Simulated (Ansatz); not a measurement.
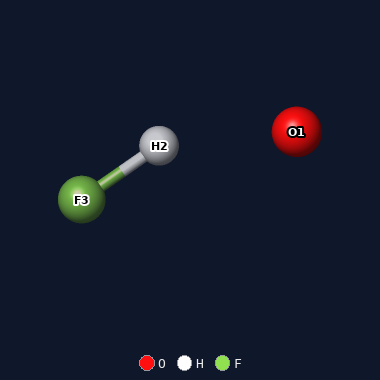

The system is O + HF, spin multiplicity 3; the picture shows the reference structure. First axis: distance O1–H2. Second axis: distance H2–F3. Nothing is relaxed (the angle O1–H2–F3 is fixed at 140 degrees). Grid: 9 × 9 points. Points are written as (first, second). Energies are in kJ/mol, from the lowest grid point. In part of the range the unrestricted reference is strongly spin-contaminated. Level of theory: Ansatz 0.2.0, UKS PBE-D4/aug-cc-pVTZ.

Its coordinates:

```xyz
3

O    -1.6440    0.0000    0.0000
H     0.0000    0.0000    0.0000
F     0.7599    0.6376    0.0000
```

Range: distance O1–H2 from 0.776 to 2.376 Å; distance H2–F3 from 0.728 to 2.328 Å.

What landscape does the calculation give?

The lowest grid point is at (1.644 Å, 0.992 Å). The highest grid point, (0.776 Å, 0.728 Å), lies 1194 kJ/mol above the lowest.

```tsv
distance H2–F3 ↓, distance O1–H2 →	0.776	0.883	1.040	1.223	1.426	1.644	1.877	2.121	2.376
2.328	274	141	115	179	277	374	452	499	522
2.073	263	130	103	164	258	349	421	467	487
1.829	251	117	87	143	228	306	366	404	424
1.596	238	102	65	110	180	241	284	310	325
1.378	241	95	43	67	114	154	182	198	209
1.175	296	124	37	26	42	60	74	84	91
0.992	452	230	83	23	3	0	2	6	10
0.835	772	470	240	120	65	43	35	34	36
0.728	1194	810	500	330	248	213	200	196	196
```

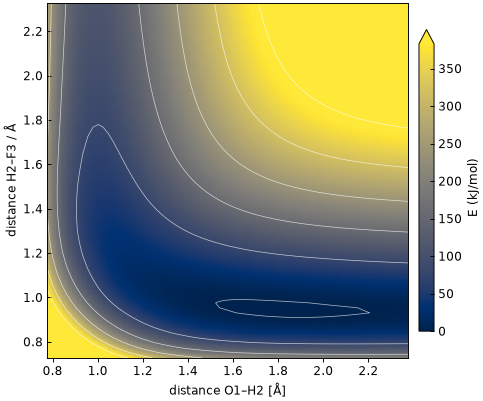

In the figure: a smooth colour map with a few white contour lines, one colour for all values above the top of the scale. Between grid points the surface is interpolated.

Time for the 81 points that were run: 12 min on 1 thread of Intel(R) Xeon(R) Platinum 8488C (Sapphire Rapids) (shared host).
